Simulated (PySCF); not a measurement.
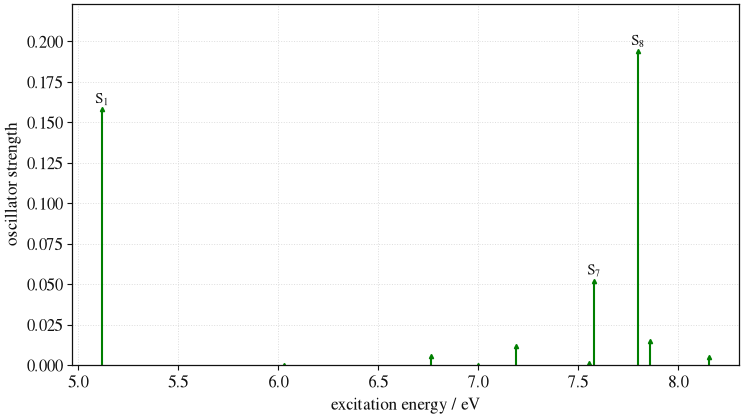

Vertical TDDFT excitations, LC-wPBE/def2-SVPD in PySCF, at a PBE0-D3(BJ)/def2-SVP geometry (no frequency check), gas phase. Only the first 10 singlet excitations are included.

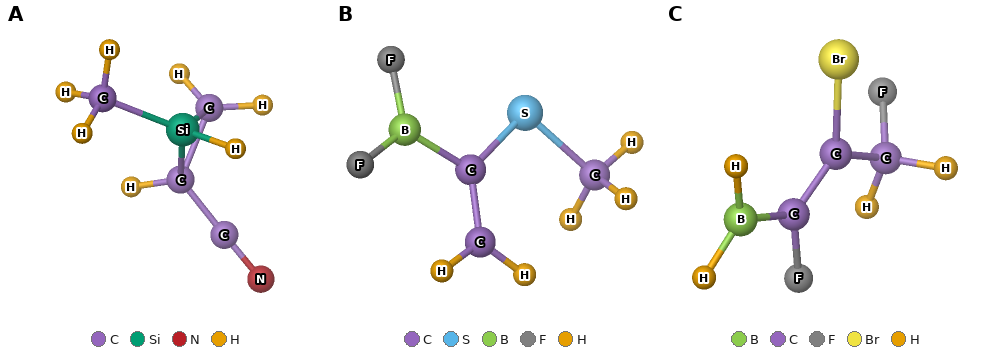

### Which molecule gives this spectrum? Choose among the lettered structures.

Structure B, C₃H₅BF₂S, SMILES C=C(SC)B(F)F. Its lowest singlet lies at 5.12 eV (f = 0.158) and the brightest of those computed is S8 at 7.80 eV (159 nm), f = 0.194, mainly HOMO−2 → LUMO (67 %) (S9 lies within 0.06 eV, too close to order).

Note: one conformer of a flexible molecule; core orbitals are frozen in the response.
